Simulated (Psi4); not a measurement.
# C3F6 (hexafluoropropylene): HF/3-21G

What is the vertical ionisation energy of C3F6 (hexafluoropropylene) at HF/3-21G? 

Program for the calculation: Psi4 1.11.

## Step 1: The molecule

C3F6 has 9 atoms, charge 0, and is taken as a singlet. SMILES: `FC(F)=C(F)C(F)(F)F`. The shape is that of a PBE0-D4/def2-TZVP optimisation.

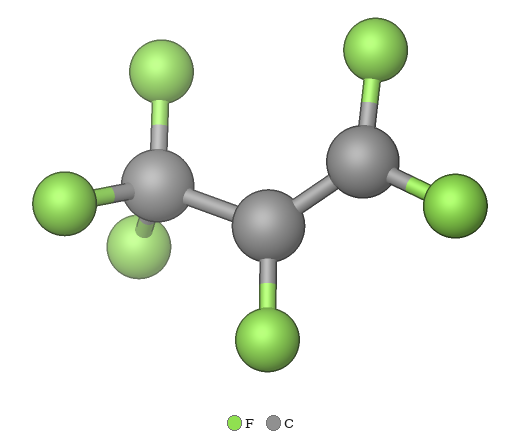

Viewed from a chosen angle; fluorine green, carbon grey.

## Step 2: Energy and forces at HF/3-21G

Contents of input.dat:

```
memory 2.2 GB

molecule {
  0 1
  F      2.023520    -0.271130     0.593250
  C      1.311770    -0.079850    -0.478440
  F      2.048190    -0.035240    -1.552840
  C     -0.006940     0.057990    -0.514960
  F     -0.607110     0.248910    -1.687470
  C     -0.955770     0.025720     0.641250
  F     -1.850240    -0.954150     0.485310
  F     -1.637730     1.171760     0.718770
  F     -0.325700    -0.164010     1.795120
  symmetry c1
}

set puream true
set e_convergence 1e-09
set d_convergence 1e-08
set scf_type pk

gradient('hf/3-21G')
```

Run with:

```bash
$ psi4 -n 1 input.dat output.dat
```

output.dat:

```text
[...]
  Running in c1 symmetry.
[...]
  Nuclear repulsion =  512.614789638362709
[...]
  Multiplicity = 1
[...]
  Nalpha       = 36
  Nbeta        = 36
[...]
    Number of basis functions: 81
[...]
   @RHF iter   1:  -706.16930920556706   -6.00681e-01   7.32256e-03 ADIIS/DIIS
[...]
   @RHF iter  12:  -706.34127106648953   -8.07177e-12   7.28946e-09 DIIS
[...]
    Orbital Energies [Eh]
    ---------------------
    Doubly Occupied:
       1A    -26.274357     2A    -26.267312     3A    -26.247952
       4A    -26.234911     5A    -26.233994     6A    -26.230650
       7A    -11.503053     8A    -11.442170     9A    -11.336761
      10A     -1.766177    11A     -1.757582    12A     -1.688922
      13A     -1.672772    14A     -1.661892    15A     -1.652677
      16A     -1.154654    17A     -1.013969    18A     -0.914017
      19A     -0.881774    20A     -0.848953    21A     -0.840882
      22A     -0.826002    23A     -0.809204    24A     -0.784491
      25A     -0.735635    26A     -0.719854    27A     -0.718896
      28A     -0.714889    29A     -0.704700    30A     -0.698487
      31A     -0.692425    32A     -0.669107    33A     -0.668789
      34A     -0.658169    35A     -0.596742    36A     -0.430773
[...]
  @RHF Final Energy:  -706.34127106648953
   => Energetics <=
    Nuclear Repulsion Energy =            512.6147896383627085
    One-Electron Energy =               -2001.8049363789068593
    Two-Electron Energy =                 782.8488756740546251
    Total Energy =                       -706.3412710664895258
[...]
 Multipole Moments:
 ------------------------------------------------------------------------------------
     Multipole            Electronic (a.u.)      Nuclear  (a.u.)        Total (a.u.)
 ------------------------------------------------------------------------------------
 L = 1.  Multiply by 2.5417464519 to convert [e a0] to [Debye]
 Dipole X            :          0.2306109            0.2371042            0.4677152
 Dipole Y            :         -0.0455631            0.0026219           -0.0429412
 Dipole Z            :          0.2003008           -0.2391986           -0.0388978
 Magnitude           :                                                    0.4712902
[...]
  -Total Gradient:
     Atom            X                  Y                   Z
    ------   -----------------  -----------------  -----------------
       1       -0.010294820383     0.003219125513    -0.019622516948
       2        0.061432023450    -0.005771486831    -0.004118107243
       3       -0.013263549432    -0.000824695148     0.019537282957
       4       -0.037359989161     0.006721856050    -0.026474090405
       5        0.011665106494    -0.003630892569     0.022051726488
       6       -0.016413439977    -0.000172994383     0.016539911499
       7        0.007952684116     0.008007199902     0.002236269601
       8        0.006179143338    -0.009697685759     0.000306852508
       9       -0.009897158442     0.002149573226    -0.010457328460
[...]
```

Wall time 3.6 s (1 thread of AMD EPYC 7R43 (Zen 3), shared host); peak memory 0.26 GiB.

## Step 3: The doublet cation, same level

Contents of job.in:

```
memory 2200 mb

molecule geom {
  1 2
  F
  C 1 1.300652
  F 2 1.303319 1 112.02881
  C 2 1.326397 1 125.59299 3 179.99741
  F 4 1.330952 2 119.17521 1 -179.98819
  C 4 1.496042 2 127.37511 1 -0.00305
  F 6 1.335866 4 110.5039 2 -120.70424
  F 6 1.335847 7 107.11166 4 120.41401
  F 6 1.328308 8 108.31767 7 -116.63255
  symmetry c1
  no_reorient
  no_com
}

set reference uhf
set puream true
set e_convergence 1e-09
set d_convergence 1e-08
set scf_type pk
set maxiter 100

e_tot, wfn = gradient("scf/3-21G", return_wfn=True)
```

Run with:

```bash
$ psi4 job.in job.out -n 1
```

job.out:

```text
[...]
  Running in c1 symmetry.
[...]
  Nuclear repulsion =  512.614799859788945
[...]
  Multiplicity = 2
[...]
  Nalpha       = 36
  Nbeta        = 35
[...]
    Number of basis functions: 81
[...]
   @UHF iter   1:  -705.68961479154518   -1.20986e-01   8.54943e-03 DIIS/ADIIS
[...]
   @UHF iter  17:  -705.94572332986604   -3.75167e-12   8.64807e-09 DIIS
[...]
   @S^2 Observed:                7.549671169E-01
[...]
  @UHF Final Energy:  -705.94572332986604
   => Energetics <=
    Nuclear Repulsion Energy =            512.6147998597889455
    One-Electron Energy =               -1983.1041840360207971
    Two-Electron Energy =                 764.5436608463658104
    Total Energy =                       -705.9457233298660412
  UHF NO Occupations:
  HONO-2 :   34  A 1.9995846
  HONO-1 :   35  A 1.9989946
  HONO-0 :   36  A 1.0000000
  LUNO+0 :   37  A 0.0010054
  LUNO+1 :   38  A 0.0004154
[...]
 Multipole Moments:
 ------------------------------------------------------------------------------------
     Multipole            Electronic (a.u.)      Nuclear  (a.u.)        Total (a.u.)
 ------------------------------------------------------------------------------------
 L = 1.  Multiply by 2.5417464519 to convert [e a0] to [Debye]
 Dipole X            :         -0.0001792           -0.0001128           -0.0002920
 Dipole Y            :         -1.4038059           -0.3299307           -1.7337367
 Dipole Z            :         -0.1116100            0.0677272           -0.0438828
 Magnitude           :                                                    1.7342920
[...]
  -Total Gradient:
     Atom            X                  Y                   Z
    ------   -----------------  -----------------  -----------------
       1        0.000001458518    -0.011394002067    -0.031391211246
       2       -0.000000485961     0.101457379305     0.067127413670
       3        0.000001220363    -0.029883620122     0.003140957411
       4       -0.000018899697    -0.058744318046    -0.080395022159
       5        0.000007921550     0.004523651279     0.033054891922
       6        0.000001993084    -0.053241621090     0.012534566861
       7       -0.002767689241     0.015643970358    -0.004737483523
       8        0.002761982817     0.015634653049    -0.004749757529
       9        0.000012498566     0.016003907330     0.005415644594
[...]
```

It took 4.5 s on 1 thread of AMD EPYC 7R43 (Zen 3), shared host; peak memory 0.26 GiB.

## Step 4: Outcome

At HF/3-21G:

```
                                          quantity          value
                        singlet C3F6: total energy  -706.34127 Eh
                       singlet C3F6: dipole moment         1.20 D
                         singlet C3F6: HOMO energy      -11.72 eV
                         singlet C3F6: LUMO energy        3.39 eV
                       singlet C3F6: HOMO–LUMO gap       15.11 eV
            singlet C3F6: largest force on an atom     3.180 eV/Å
                      doublet cation: total energy  -705.94572 Eh
doublet cation: HOMO energy (highest over α and β)      -21.17 eV
 doublet cation: LUMO energy (lowest over α and β)       -9.84 eV
                              doublet cation: ⟨S²⟩          0.755
          doublet cation: largest force on an atom     6.256 eV/Å
vertical ionisation energy (to the doublet cation)      10.763 eV
```

What this shows: The vertical ionisation energy comes to 10.76 eV (1039 kJ/mol). The largest force (singlet C3F6) is 3.18 eV/Å: too large for a shape near rest; a basis without polarisation functions on a geometry from another level can give that. −ε(HOMO) before ionisation, 11.72 eV, is 0.96 eV above this ionisation energy.
